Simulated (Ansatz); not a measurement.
# Fields on a plane of KF (rock salt)

```xyz
2
Lattice="0.0000 2.6592 2.6592 2.6592 0.0000 2.6592 2.6592 2.6592 0.0000" Properties=species:S:1:pos:R:3 pbc="T T T"
F      0.0000     0.0000     0.0000
K      2.6592     2.6592     2.6592
```

The slice is a {110} plane (indices of the conventional cell) through the point (0.000, 0.000, 0.000) (fractional), spanned by u = [100] and v = [1 -1 -1] in vectors of this cell: u (3.76 Å) and v (5.32 Å, at 90° to u). It covers one period; positions are fractions (u, v).

Atoms on it: F at (0.00, 0.00); K at (0.00, 0.50).

Level of theory: r2SCAN (plane waves to 500 eV, PAW, scalar-relativistic; Ansatz, a quantum-chemistry and plane-wave program). k mesh 11×11×11. These are valence fields of a PAW run, semicore shells included where kept as valence: close to a nucleus they are smooth pseudo fields. KF was relaxed with its symmetry unable to fall.

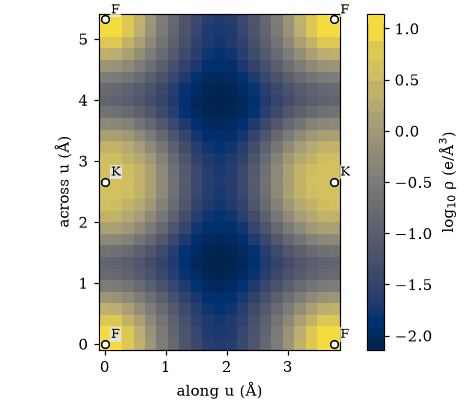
Figure. Log₁₀ of the valence density in e/Å³, one period of the plane, atoms marked. The scale is logarithmic, as a density can span decades between atoms and voids.

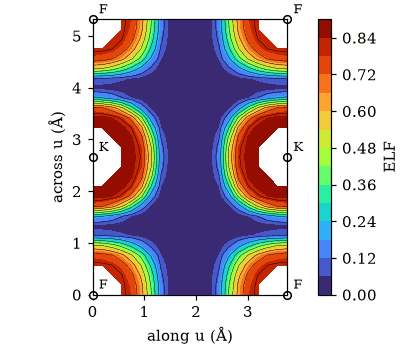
Figure. Electron localisation function (ELF), one period of the plane, atoms marked. Points within 0.5 Å of a nucleus are left white, as the pseudised field means little there.

The density on the F–K line (2.66 Å) at its density minimum, 1.3 Å from F comes out as 0.12 e/Å³. The ELF at that point is 0.0. Character of the F–K contact (rough rule: ELF there above 0.7 covalent, below 0.2 ionic, polar between): closed-shell (ionic).
